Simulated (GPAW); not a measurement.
A computed O K-edge spectrum of one site in a crystal of Ba, O and Ti, with its zero at a photon energy of about 528.4 eV (raw 537.3 eV, less 8.9 eV of added terms; uncertain by a few eV). Method: GPAW, PBE, full core hole (charged cell) in a small cell, dipole transitions, broadening that rises with energy.

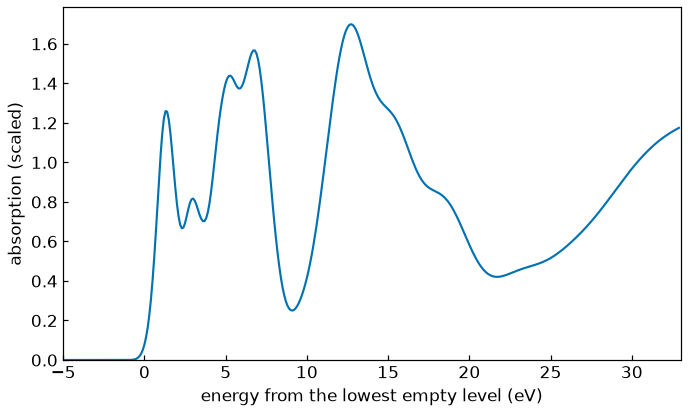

Energy from the lowest empty level; intensity scaled to a mean of 1 over the first 20 eV.

What surroundings does the absorber have?

A K edge sees empty p states; the first features are O p mixed into the empty d states of the Ti neighbours, and the broad ones above probably into the cations' higher empty bands. It is atom 3 of BaTiO3 (P4/mmm), with 2 Ti at 2.00 Å (linear, site symmetry mmm). Its main maxima below 24 eV lie at 1.3 eV (1.26), 3.0 eV (0.82), 5.3 eV (1.44), 6.7 eV (1.57) and 12.7 eV (1.70). A near-edge spectrum doesn't fix the structure by itself; it is matched against candidates. The crystal has 2 inequivalent O sites and not all are shown here, while a measurement adds them all. The holes are only 5.7 Å apart, so the shape is probably not converged with cell size; no larger cell was run here. The mesh is coarse (0.26 Å⁻¹ between points), so small maxima may be mesh ripples. The structure is a published determination, not relaxed.

[Hosts, paths, dates, database ids (printed as entryN), source tags and the programs' standing remarks are cut or masked in the printed files.]

[Lists of maxima count a maximum above −3 eV only where it reaches 4 % of the highest in the window and stands out from its surroundings by 2 % of it (1.5 % where it reaches 55 %); shoulders and weaker maxima are passed over, and of the rest the first, up to two pre-edge ones and the few strongest are named.]
